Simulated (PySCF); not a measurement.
# C4H2F3N3 (SMILES FC(F)(F)c1ccnnn1): what the fields show

```xyz
12

F    -2.0681   -0.1184   -1.5886
C    -1.7998    0.1151   -0.2946
F    -2.2842   -0.9352    0.3895
F    -2.4988    1.1824    0.0743
C    -0.3099    0.2691   -0.0694
C     0.5025   -0.8329    0.1713
C     1.8455   -0.5146    0.3499
N     2.2676    0.7388    0.2734
N     1.4446    1.6971    0.0279
N     0.1844    1.4991   -0.1393
H     0.1191   -1.8394    0.2218
H     2.5982   -1.2618    0.5577
```

Geometry: GFN2-xTB.

Theory: CAM-B3LYP/def2-SVPD, SCF density, gas phase (PySCF).

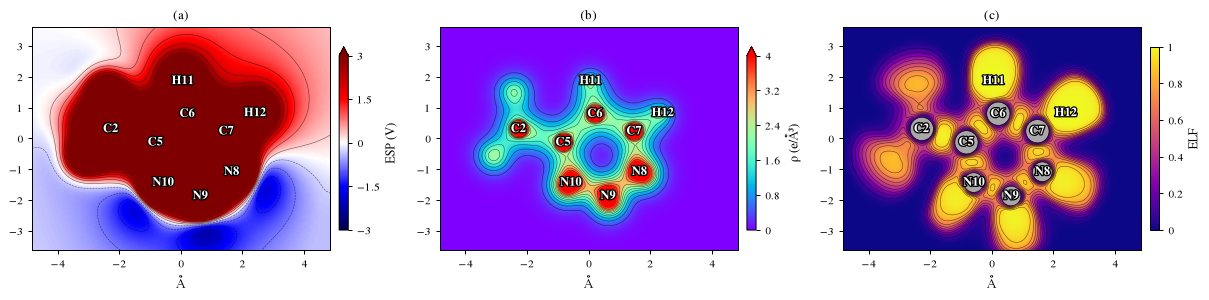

Figure 1. (a) electrostatic potential; (b) total electron density; (c) electron localisation function on the plane of atoms N8, N9 and N10. Grey discs cover the atomic cores in the ELF map.

> Interpret the plot.

- Atoms in the plane: C, N and H.
- N–N (1.29 Å): ρ at the midpoint is about 2.9 e/Å³; the ELF peaks at about 0.90 between the atoms; a covalent bond.
- C–N (1.32 Å): the density is about 2.6 e/Å³ at the midpoint; the ELF peaks at about 0.95 between the atoms; localised, covalent bonding.
- C–C (1.39 Å): the density is about 2.1 e/Å³ at the midpoint; the ELF peaks at about 0.95 between the atoms: localised, covalent bonding.
- C–H (1.08 Å): the density is about 2.1 e/Å³ at the midpoint; the ELF climbs to about 1 towards the hydrogen, as it does in any bond to H; an ordinary covalent bond to hydrogen.
- C–C (1.51 Å): the density is about 1.8 e/Å³ at the midpoint; the ELF peaks at about 1 between the atoms: a shared electron pair.
- The ELF also peaks beside N9, N10, N8, F4 and F3, away from the bonds: lone-pair regions.
- Outside the dense part of the molecule the potential is most negative (−2.2 V) near N9.

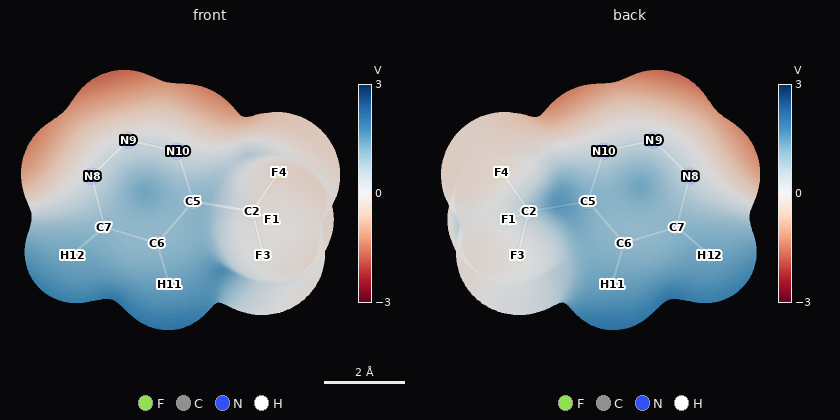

Figure 2. The molecular electrostatic potential painted on the density surface at 0.002 e/bohr³, seen from the front and from behind; red is negative and blue positive.

> Which sites attract a positive test charge, and which a negative one?

A positive charge is drawn to the negative regions and a negative charge to the positive ones. The most negative region (about −1.6 V, or −37 kcal/mol for a unit charge) lies over N9, the most positive (about +2.0 V, or +46 kcal/mol for a unit charge) over C6, C7 and H11. N9 is the likeliest acceptor of a hydrogen bond.

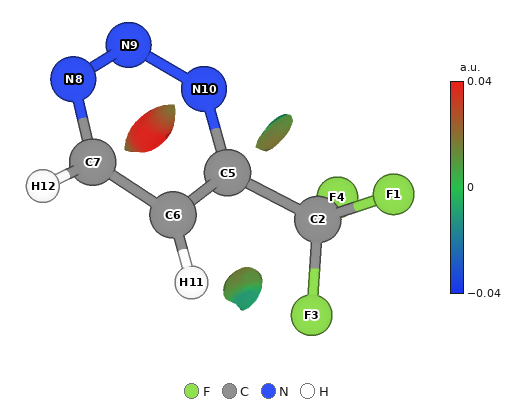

Figure 3. Non-covalent interaction (NCI) plot: the surface where the reduced density gradient is 0.6, for densities under 0.05 a.u., coloured by sign(λ₂)ρ; seen at a tilt.

> What holds or crowds the atoms apart from the covalent bonds?

Between N10 and C5 on one side and F4 and C2 on the other: a weak contact (green); between F3 and C2 on one side and C6 and H11 on the other: a weak contact (green); inside the ring or cage of C5, C6, C7, N8, N9 and N10: steric crowding (red).
